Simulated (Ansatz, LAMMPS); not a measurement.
## Elastic response of glassy 64SiO2-18MgO-9Li2O-9K2O (mol %) (155 atoms)

How stiff is glassy 64SiO2-18MgO-9Li2O-9K2O (mol %) (155 atoms), and how do its levels respond to strain?

Calculated with Ansatz 0.2.0; Kohn-Sham DFT, PBE, PAW (set soft_2), plane waves.

### 1. The structure

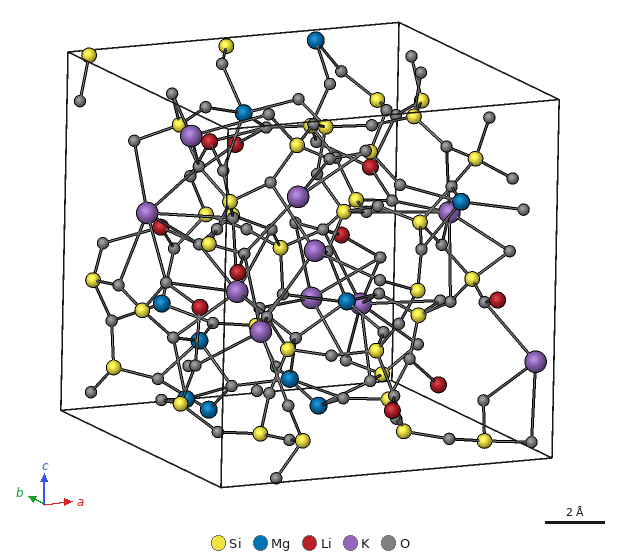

Start, viewed slightly off an axis; silicon yellow, magnesium blue, lithium red, potassium purple, oxygen grey. Bonds to atoms that aren't drawn are left out.

The cell holds 155 atoms: 35 Si, 10 Mg, 10 Li, 10 K and 90 O. Its edges and angles: a = 12.664 Å, b = 12.664 Å, c = 12.664 Å, α = 90.0°, β = 90.0°, γ = 90.0°. 155 atoms (35 Si, 10 Mg, 10 Li, 10 K, 90 O) placed at random at 2.4 g/cm³, melted at 4000 K for 10 ps at fixed volume with the Morse and Coulomb pair potential with partial charges (Pedone, Malavasi, Menziani, Cormack and Segre, J. Phys. Chem. B 110, 11780 (2006)). Quenched from 4000 K to 300 K at 50 K/ps and fixed volume, held 10 ps at zero pressure.

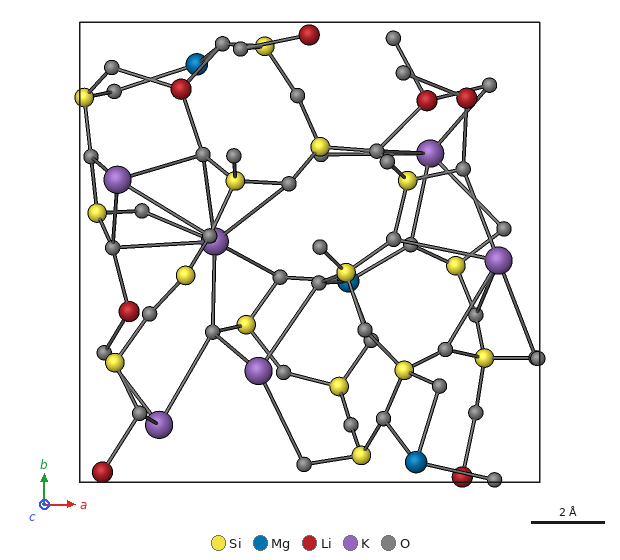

A slice 6 Å thick through the middle of the cell. Bonds to atoms that aren't drawn are left out.

What the set-up can't give: The quench rate of 50 K/ps far exceeds what a furnace or splat quench reaches, so expect more defects and frozen-in strain than in a real sample. The network of bonds at the start is that of the classical potential that made the cell, and needn't be the one that DFT or experiment would give. Sampling is at Γ alone.

### 2. Single point at the start

The forces at the start show how far the geometry lies from a minimum of this functional.

input.yaml

```yaml
crystal:
  lattice:
    - [12.66431, 0.0, 0.0]
    - [0.0, 12.66431, 0.0]
    - [0.0, 0.0, 12.66431]
  atoms:
    - { symbol: Si, position: [0.6429, 0.8013, 0.7841] }
    - { symbol: Si, position: [0.5639, 0.20836, 0.29076] }
    - { symbol: Si, position: [0.05803, 0.79709, 0.15858] }
    - { symbol: Si, position: [0.87971, 0.27029, 0.45115] }
    - { symbol: Si, position: [0.00971, 0.83663, 0.39796] }
    - { symbol: Si, position: [0.61213, 0.05868, 0.48634] }
    - { symbol: Si, position: [0.05728, 0.98617, 0.98892] }
    - { symbol: Si, position: [0.49549, 0.13148, 0.86748] }
    - { symbol: Si, position: [0.2551, 0.28408, 0.06791] }
    - { symbol: Si, position: [0.36185, 0.34269, 0.28244] }
    - { symbol: Si, position: [0.48548, 0.79338, 0.24094] }
    - { symbol: Si, position: [0.8177, 0.47082, 0.3118] }
    - { symbol: Si, position: [0.07624, 0.26036, 0.61733] }
    - { symbol: Si, position: [0.90876, 0.93788, 0.80444] }
    - { symbol: Si, position: [0.33822, 0.65544, 0.59083] }
    - { symbol: Si, position: [0.26683, 0.04558, 0.09904] }
    - { symbol: Si, position: [0.7129, 0.65608, 0.60253] }
    - { symbol: Si, position: [0.37378, 0.33528, 0.8519] }
    - { symbol: Si, position: [0.14939, 0.60535, 0.86952] }
    - { symbol: Si, position: [0.64572, 0.19581, 0.06144] }
    - { symbol: Si, position: [0.80186, 0.49105, 0.86365] }
    - { symbol: Si, position: [0.52264, 0.72946, 0.46858] }
    - { symbol: Si, position: [0.71632, 0.43755, 0.09316] }
    - { symbol: Si, position: [0.2301, 0.44986, 0.68143] }
    - { symbol: Si, position: [0.57887, 0.45595, 0.62364] }
    - { symbol: Si, position: [0.70542, 0.2435, 0.62925] }
    - { symbol: Si, position: [0.84937, 0.75278, 0.0843] }
    - { symbol: Si, position: [0.40221, 0.94808, 0.5248] }
    - { symbol: Si, position: [0.88288, 0.27046, 0.78655] }
    - { symbol: Si, position: [0.03028, 0.32217, 0.16184] }
    - { symbol: Si, position: [0.87879, 0.17197, 0.02056] }
    - { symbol: Si, position: [0.44646, 0.93364, 0.99372] }
    [... 117 atom lines left out ...]
    - { symbol: O, position: [0.6687, 0.69707, 0.71525] }
    - { symbol: O, position: [0.51086, 0.61199, 0.90984] }
    - { symbol: O, position: [0.2679, 0.71266, 0.50332] }
    - { symbol: O, position: [0.8072, 0.46398, 0.99113] }
    - { symbol: O, position: [0.45487, 0.64914, 0.54259] }
    - { symbol: O, position: [0.79488, 0.2889, 0.54944] }
kpoints:
  mp_grid: { grid: [1, 1, 1] }
hamiltonian:
  xc: pbe
scf:
  occupations: { method: fixed }
output:
  forces: true
```

Started as:

```bash
> ansatz run input.yaml --threads 4 --pin off --max-ram 8192MiB --backend cpu --events-out ev --progress --plain --runs-dir out
```

Numbers of over 12 decimals in the logs are rounded to 6 here.

Output:

```text
[...]
Pseudopotentials: kind: paw
Pseudopotential: Si, paw, valence charge 4, recommended cutoff 420 eV (normal), Si.paw.azcp
Pseudopotential: Mg, paw, valence charge 10, recommended cutoff 420 eV (normal), Mg.paw.azcp
Pseudopotential: Li, paw, valence charge 3, recommended cutoff 420 eV (normal), Li.paw.azcp
Pseudopotential: K, paw, valence charge 9, recommended cutoff 420 eV (normal), K.paw.azcp
Pseudopotential: O, paw, valence charge 6, recommended cutoff 420 eV (normal), O.paw.azcp
[... 5 lines on functional and potentials left out ...]
Crystal: 155 atoms, lattice volume = 2031.162 Å³
Basis set: ecut = 420 eV, 39607 PW (Γ), exchange–correlation on 180×180×180 points (8 copies of the dense FFT grid, shifted against one another)
Bands: 605, of which v1, the nominal top of the filled ones, is band 450 counted from 1 (449 counted from 0)
Symmetry: 1 space group operations
Space group: P1 (ITA 1), of the structure as read, at distance tolerance 1.3e-4 Å
k-points: 1
[... 11 lines on functional and potentials left out ...]
Initial density: superposition of atomic densities (neutral atoms: chi_scale 0, normalization atom), corrected by the library's trained network
Initial wavefunctions: pseudopotential atomic-orbital guess
[...]
SCF iter   1: F=—  HF=-110147.570203 eV  |F-HF|=—  |Δ(HF+E_count)|=         —  Δρ=2.06e-3  dr2=1.70e-1  ethr=1.77e-3  ⟨swp⟩=5.0  Hψ=2006  notcnv=0  defer=153
preconditioner: auto → Resta (q_TF=auto, 2.382 Å⁻¹)  ε∞=3.1  [insulator: Δε(μ)=3.050 eV  Ē_g=15.984 eV  n_scr=460 (ndim 8)  ℏωp=23.0 eV  f_vac=0.109  ε∞_Penn≈3.1]
SCF iter   2: F=—  HF=-110147.548175 eV  |F-HF|=—  |Δ(HF+E_count)|=   2.20e-2  Δρ=1.10e-3  dr2=4.56e-2  ethr=1.89e-5  ⟨swp⟩=2.0  Hψ=1045  notcnv=0  defer=153
SCF iter   3: F=—  HF=-110147.545644 eV  |F-HF|=—  |Δ(HF+E_count)|=   2.53e-3  Δρ=6.19e-4  dr2=1.18e-2  ethr=5.07e-6  ⟨swp⟩=3.0  Hψ=778  notcnv=0  defer=140
automatic band count: iteration 3 solves 592 bands in place of 605: the levels show a gap, and the empty bands left out lie too high to hold charge; the band table lists the bands solved (type scf.n_extra_bands for more)
SCF iter   4: F=—  HF=-110147.543735 eV  |F-HF|=—  |Δ(HF+E_count)|=   1.91e-3  Δρ=1.99e-4  dr2=9.85e-4  ethr=1.31e-6  ⟨swp⟩=3.0  Hψ=797  notcnv=0  defer=140
SCF iter   5: F=—  HF=-110147.543776 eV  |F-HF|=—  |Δ(HF+E_count)|=   4.05e-5  Δρ=1.15e-4  dr2=2.40e-4  ethr=1.09e-7  ⟨swp⟩=2.0  Hψ=906  notcnv=0  defer=140
[...]
SCF iter   9: F=—  HF=-110147.544425 eV  |F-HF|=—  |Δ(HF+E_count)|=   1.92e-7  Δρ=2.51e-6  dr2=1.33e-7  ethr=1.34e-10  ⟨swp⟩=2.0  Hψ=833  notcnv=0  defer=139
SCF iter  10: F=-110147.544425 eV  HF=-110147.544425 eV  |F-HF|=5.50e-9  |Δ(HF+E_count)|=   8.15e-8  Δρ=1.06e-6  dr2=2.30e-8  ethr=1.11e-11  ⟨swp⟩=4.0  Hψ=1711  notcnv=0
SCF 1 converged in 10 iterations: F = -110147.544425 eV  dr2 = 2.30e-8
[...]
SCF converged after 10 iterations
Free energy (F): -110147.544425 eV
Harris-Foulkes:  -110147.544425 eV  (|F-HF|=5.50e-9)
Internal energy: -110147.544425 eV  (E = F + TS)
E sigma→0 (E₀):  -110147.544425 eV
Fermi energy:    4.745108 eV
--- Per-component energies (eV) ---
[...]
Σ components = -110147.544425   (vs F -110147.544425, Δ=0.00e0)
--- Forces (eV/Å), atoms counted from 1 ---
  atom   1  Si     0.91630623     0.55430095    -0.27624932
  atom   2  Si     1.43111711     2.80431820    -0.06418422
  atom   3  Si    -1.22351339     1.27975037    -0.49959150
  atom   4  Si    -1.44438176    -2.05046100     0.12023223
[...]
atom 155  O     -0.20842181     1.09533386     0.22797817
  max |Σ_I F_I| component: 9.26e-5 eV/Å
```

Run time: 11 s. Hardware: 4 threads of AMD EPYC 9R45, shared host; peak memory 3.1 GiB; 43 s of CPU time.

In the SCF lines HF is the Harris–Foulkes energy and dr2 the Hartree energy of the density residual, in eV; the loop may stop once dr2 is under the threshold and the program's other checks hold. Hψ counts applications of the Hamiltonian.

The r.m.s. force at the start is 1.4 eV/Å.

### 3. Cell and atoms relaxed

Cell and atoms are freed together, to release stress as well as forces.

input.yaml

```yaml
crystal:
  lattice:
    - [12.66431, 0.0, 0.0]
    - [0.0, 12.66431, 0.0]
    - [0.0, 0.0, 12.66431]
  atoms:
    [... the 155 atom lines of step 2 ...]
kpoints:
  mp_grid: { grid: [1, 1, 1] }
hamiltonian:
  xc: pbe
scf:
  occupations: { method: fixed }
output:
  forces: true
relax:
  f_tol: 0.05
  max_steps: 150
  cell: {}
```

Output:

```text
[...]
Crystal: 155 atoms, lattice volume = 2031.162 Å³
Basis set: ecut = 420 eV, 39607 PW (Γ), exchange–correlation on 180×180×180 points (8 copies of the dense FFT grid, shifted against one another)
Bands: 605, of which v1, the nominal top of the filled ones, is band 450 counted from 1 (449 counted from 0)
Symmetry: 1 space group operations
[...]
k-points: 1
[...]
SCF iter   1: F=—  HF=-110147.570205 eV  |F-HF|=—  |Δ(HF+E_count)|=         —  Δρ=2.06e-3  dr2=1.70e-1  ethr=1.77e-3  ⟨swp⟩=5.0  Hψ=2006  notcnv=0  defer=153
[...]
SCF iter   5: F=—  HF=-110147.543777 eV  |F-HF|=—  |Δ(HF+E_count)|=   4.62e-5  Δρ=1.15e-4  dr2=2.40e-4  ethr=1.09e-7  ⟨swp⟩=2.0  Hψ=906  notcnv=0  defer=140
[...]
SCF iter   9: F=—  HF=-110147.544425 eV  |F-HF|=—  |Δ(HF+E_count)|=   1.92e-7  Δρ=2.51e-6  dr2=1.33e-7  ethr=1.34e-10  ⟨swp⟩=2.0  Hψ=833  notcnv=0  defer=139
SCF iter  10: F=-110147.544425 eV  HF=-110147.544425 eV  |F-HF|=5.56e-9  |Δ(HF+E_count)|=   8.15e-8  Δρ=1.06e-6  dr2=2.29e-8  ethr=1.11e-11  ⟨swp⟩=4.0  Hψ=1711  notcnv=0
SCF 1 converged in 10 iterations: F = -110147.544425 eV  dr2 = 2.29e-8
[...]
relax step   1: F+E_penalty+E_count = -110147.54442466 eV  Δ(F+E_penalty+E_count) = +0.000e0 eV  max|allowed force component| = 5.538e0 eV/Å  Δτ_max = 0.0000 Å  P = +5.219 GPa  Ω = 2031.162 Å³  (10 SCF iters, dr2 threshold 1.00e-7 eV, accepted)
[... from here on, the SCF cycles and remarks between the steps are left out ...]
relax step   2: F+E_penalty+E_count = -110155.43073603 eV  Δ(F+E_penalty+E_count) = -7.886e0 eV  max|allowed force component| = 3.036e0 eV/Å  Δτ_max = 0.1950 Å  P = +2.685 GPa  Ω = 2041.774 Å³  energy of the carried Pulay correction = -3.451e-2 eV  (7 SCF iters, dr2 threshold 1.55e-5 eV, accepted)
relax step   3: F+E_penalty+E_count = -110160.37194088 eV  Δ(F+E_penalty+E_count) = -4.941e0 eV  max|allowed force component| = 9.659e-1 eV/Å  Δτ_max = 0.1949 Å  P = -0.083 GPa  Ω = 2057.154 Å³  energy of the carried Pulay correction = -8.420e-2 eV  (8 SCF iters, dr2 threshold 1.55e-5 eV, accepted)
relax step   4: F+E_penalty+E_count = -110161.21234167 eV  Δ(F+E_penalty+E_count) = -8.404e-1 eV  max|allowed force component| = 7.248e-1 eV/Å  Δτ_max = 0.1949 Å  P = -0.248 GPa  Ω = 2063.761 Å³  energy of the carried Pulay correction = -1.054e-1 eV  (7 SCF iters, dr2 threshold 1.55e-5 eV, accepted)
relax step   5: F+E_penalty+E_count = -110161.71303330 eV  Δ(F+E_penalty+E_count) = -5.007e-1 eV  max|allowed force component| = 4.127e-1 eV/Å  Δτ_max = 0.1948 Å  P = -0.267 GPa  Ω = 2070.246 Å³  energy of the carried Pulay correction = -1.262e-1 eV  (7 SCF iters, dr2 threshold 1.55e-5 eV, accepted)
relax step   6: F+E_penalty+E_count = -110162.00425530 eV  Δ(F+E_penalty+E_count) = -2.912e-1 eV  max|allowed force component| = 3.739e-1 eV/Å  Δτ_max = 0.2000 Å  P = -0.077 GPa  Ω = 2073.810 Å³  energy of the carried Pulay correction = -1.376e-1 eV  (7 SCF iters, dr2 threshold 1.06e-5 eV, accepted)
relax step   7: F+E_penalty+E_count = -110162.15318227 eV  Δ(F+E_penalty+E_count) = -1.489e-1 eV  max|allowed force component| = 3.275e-1 eV/Å  Δτ_max = 0.1059 Å  P = +0.024 GPa  Ω = 2074.971 Å³  energy of the carried Pulay correction = -1.413e-1 eV  (7 SCF iters, dr2 threshold 8.74e-6 eV, accepted)
relax step   8: F+E_penalty+E_count = -110162.24102836 eV  Δ(F+E_penalty+E_count) = -8.785e-2 eV  max|allowed force component| = 2.940e-1 eV/Å  Δτ_max = 0.1135 Å  P = +0.046 GPa  Ω = 2075.541 Å³  energy of the carried Pulay correction = -1.431e-1 eV  (7 SCF iters, dr2 threshold 6.70e-6 eV, accepted)
relax step   9: F+E_penalty+E_count = -110162.30067295 eV  Δ(F+E_penalty+E_count) = -5.964e-2 eV  max|allowed force component| = 2.259e-1 eV/Å  Δτ_max = 0.1357 Å  P = -0.016 GPa  Ω = 2076.222 Å³  energy of the carried Pulay correction = -1.453e-1 eV  (7 SCF iters, dr2 threshold 5.40e-6 eV, accepted)
relax step  10: F+E_penalty+E_count = -110162.33714907 eV  Δ(F+E_penalty+E_count) = -3.648e-2 eV  max|allowed force component| = 2.214e-1 eV/Å  Δτ_max = 0.0849 Å  P = -0.013 GPa  Ω = 2075.741 Å³  energy of the carried Pulay correction = -1.438e-1 eV  (7 SCF iters, dr2 threshold 3.19e-6 eV, accepted)
relax step  11: F+E_penalty+E_count = -110162.30113388 eV  Δ(F+E_penalty+E_count) = +3.602e-2 eV  max|allowed force component| = 3.331e-1 eV/Å  Δτ_max = 0.2000 Å  P = -0.099 GPa  Ω = 2083.663 Å³  energy of the carried Pulay correction = -1.690e-1 eV  (8 SCF iters, dr2 threshold 3.06e-6 eV, rejected (line search))
relax step  12: F+E_penalty+E_count = -110162.39570569 eV  Δ(F+E_penalty+E_count) = -5.856e-2 eV  max|allowed force component| = 1.425e-1 eV/Å  Δτ_max = 0.0976 Å  P = +0.015 GPa  Ω = 2078.438 Å³  energy of the carried Pulay correction = -1.524e-1 eV  (12 SCF iters, accepted)
[...]
relax step  16: F+E_penalty+E_count = -110162.44278287 eV  Δ(F+E_penalty+E_count) = -1.227e-2 eV  max|allowed force component| = 9.706e-2 eV/Å  Δτ_max = 0.0738 Å  P = +0.038 GPa  Ω = 2082.309 Å³  energy of the carried Pulay correction = -1.647e-1 eV  (7 SCF iters, dr2 threshold 9.14e-7 eV, accepted)
relax step  17: F+E_penalty+E_count = -110162.45399081 eV  Δ(F+E_penalty+E_count) = -1.121e-2 eV  max|allowed force component| = 8.790e-2 eV/Å  Δτ_max = 0.0409 Å  P = +0.026 GPa  Ω = 2082.904 Å³  energy of the carried Pulay correction = -1.666e-1 eV  (7 SCF iters, dr2 threshold 5.89e-7 eV, accepted)
relax step  18: F+E_penalty+E_count = -110162.46036925 eV  Δ(F+E_penalty+E_count) = -6.378e-3 eV  max|allowed force component| = 6.910e-2 eV/Å  Δτ_max = 0.0451 Å  P = -0.043 GPa  Ω = 2084.176 Å³  energy of the carried Pulay correction = -1.706e-1 eV  (7 SCF iters, dr2 threshold 4.83e-7 eV, accepted)
relax step  19: F+E_penalty+E_count = -110162.46820745 eV  Δ(F+E_penalty+E_count) = -7.838e-3 eV  max|allowed force component| = 6.430e-2 eV/Å  Δτ_max = 0.0319 Å  P = -0.034 GPa  Ω = 2083.951 Å³  energy of the carried Pulay correction = -1.699e-1 eV  (7 SCF iters, dr2 threshold 2.98e-7 eV, accepted)
relax step  20: F+E_penalty+E_count = -110162.47594793 eV  Δ(F+E_penalty+E_count) = -7.740e-3 eV  max|allowed force component| = 8.401e-2 eV/Å  Δτ_max = 0.0489 Å  P = -0.013 GPa  Ω = 2083.764 Å³  energy of the carried Pulay correction = -1.693e-1 eV  (7 SCF iters, dr2 threshold 2.58e-7 eV, accepted)
relax step  21: F+E_penalty+E_count = -110162.48545813 eV  Δ(F+E_penalty+E_count) = -9.510e-3 eV  max|allowed force component| = 7.994e-2 eV/Å  Δτ_max = 0.0424 Å  P = +0.014 GPa  Ω = 2083.178 Å³  energy of the carried Pulay correction = -1.674e-1 eV  (7 SCF iters, dr2 threshold 4.41e-7 eV, accepted)
relax step  22: F+E_penalty+E_count = -110162.49603607 eV  Δ(F+E_penalty+E_count) = -1.058e-2 eV  max|allowed force component| = 8.297e-2 eV/Å  Δτ_max = 0.0654 Å  P = +0.019 GPa  Ω = 2082.570 Å³  energy of the carried Pulay correction = -1.655e-1 eV  (7 SCF iters, dr2 threshold 3.99e-7 eV, accepted)
relax step  23: F+E_penalty+E_count = -110162.50467091 eV  Δ(F+E_penalty+E_count) = -8.635e-3 eV  max|allowed force component| = 6.968e-2 eV/Å  Δτ_max = 0.0663 Å  P = +0.009 GPa  Ω = 2082.347 Å³  energy of the carried Pulay correction = -1.648e-1 eV  (7 SCF iters, dr2 threshold 4.30e-7 eV, accepted)
relax step  24: F+E_penalty+E_count = -110162.51074347 eV  Δ(F+E_penalty+E_count) = -6.073e-3 eV  max|allowed force component| = 4.506e-2 eV/Å  Δτ_max = 0.0583 Å  P = +0.002 GPa  Ω = 2082.466 Å³  energy of the carried Pulay correction = -1.652e-1 eV  (7 SCF iters, dr2 threshold 3.03e-7 eV, accepted)
relax step  25: F+E_penalty+E_count = -110162.76333818 eV  Δ(F+E_penalty+E_count) = -2.526e-1 eV  max|allowed force component| = 4.449e-2 eV/Å  Δτ_max = 0.0000 Å  P = +0.201 GPa  Ω = 2082.466 Å³  stress off target by 3.33e-1 GPa  SCF on the basis re-selected at this cell (its energy is not comparable with the rows above)  (7 SCF iters)
relax step  26: F+E_penalty+E_count = -110162.74247413 eV  Δ(F+E_penalty+E_count) = +2.086e-2 eV  max|allowed force component| = 5.014e-2 eV/Å  Δτ_max = 0.0241 Å  P = -0.137 GPa  Ω = 2092.469 Å³  energy of the carried Pulay correction = -3.136e-2 eV  (8 SCF iters, dr2 threshold 2.77e-7 eV, accepted)
relax step  27: F+E_penalty+E_count = -110162.75306681 eV  Δ(F+E_penalty+E_count) = -1.059e-2 eV  max|allowed force component| = 3.206e-2 eV/Å  Δτ_max = 0.0126 Å  P = -0.048 GPa  Ω = 2090.644 Å³  energy of the carried Pulay correction = -2.544e-2 eV  (7 SCF iters, dr2 threshold 1.57e-7 eV, accepted)
relax step  28: F+E_penalty+E_count = -110162.70955336 eV  Δ(F+E_penalty+E_count) = +4.351e-2 eV  max|allowed force component| = 1.459e-1 eV/Å  Δτ_max = 0.1672 Å  P = -0.031 GPa  Ω = 2094.061 Å³  energy of the carried Pulay correction = -3.665e-2 eV  (10 SCF iters, dr2 threshold 1.16e-8 eV, rejected (line search))
relax step  29: F+E_penalty+E_count = -110162.75676140 eV  Δ(F+E_penalty+E_count) = -3.695e-3 eV  max|allowed force component| = 2.940e-2 eV/Å  Δτ_max = 0.0590 Å  P = +0.025 GPa  Ω = 2090.862 Å³  energy of the carried Pulay correction = -2.618e-2 eV  (12 SCF iters, accepted)
relax step  30: F+E_penalty+E_count = -110162.78031014 eV  Δ(F+E_penalty+E_count) = -2.355e-2 eV  max|allowed force component| = 2.933e-2 eV/Å  Δτ_max = 0.0000 Å  P = +0.033 GPa  Ω = 2090.862 Å³  stress off target by 4.56e-2 GPa  SCF on the basis re-selected at this cell (its energy is not comparable with the rows above)  (5 SCF iters)
[...]
SCF converged after 5 iterations
Free energy (F): -110162.780310 eV
[...]
Internal energy: -110162.780310 eV  (E = F + TS)
E sigma→0 (E₀):  -110162.780310 eV
Fermi energy:    3.686057 eV
[...]
Σ components = -110162.780310   (vs F -110162.780310, Δ=0.00e0)
--- Forces (eV/Å), atoms counted from 1 ---
  atom   1  Si     0.00363640    -0.00040147     0.00182648
  atom   2  Si    -0.00043343     0.00436948     0.00563984
  atom   3  Si     0.00813772     0.00286802     0.02933325
  atom   4  Si     0.01097630     0.00635270     0.00059895
[...]
atom 155  O     -0.00086085     0.00655856     0.00473336
  max |Σ_I F_I| component: 2.76e-5 eV/Å
--- Stress (GPa, compression-positive) ---
        0.009679       0.001033       0.004880
        0.001031       0.044094       0.000977
        0.004880       0.000976       0.044166
  P = ⅓ Tr σ = 0.0326 GPa (0.326 kbar)
--- Relaxed structure (28 steps of the walk, 26 accepted, 2 SCFs on fresh bases) ---
  F+E_penalty+E_count = -110162.78031014 eV   max|allowed force component| = 2.933e-2 eV/Å   (the final SCF, on the basis selected at the relaxed cell)
  cell:  # Å, volume = 2090.8620 Å³
    - [12.458955, -0.011877, 0.00320795]
    - [-0.011877, 12.962373, -0.054098]
    - [0.00320795, -0.054098, 12.946942]
  atoms:
    - { symbol: Si, position: [0.624911, 0.803265, 0.785134] }
    - { symbol: Si, position: [0.579454, 0.203101, 0.291170] }
    - { symbol: Si, position: [0.060073, 0.818280, 0.171297] }
    - { symbol: Si, position: [0.886143, 0.264635, 0.447564] }
[...]
- { symbol: O, position: [0.800324, 0.298503, 0.540320] }
```

Elapsed: 4.5 min, on 4 threads; peak memory 3.2 GiB.

The relaxation converged after 28 steps, with a largest force component of 0.029 eV/Å.

(Part 1 of 5 ends here.)

[Logs are printed without paths, hosts, clocks, repeated set-up lines and the standing remarks that a program may print on its own settings, such as how far it seeks lower states.]

[Hosts, paths, dates, database ids (printed as entryN), source tags and the programs' standing remarks are cut or masked in the printed files.]
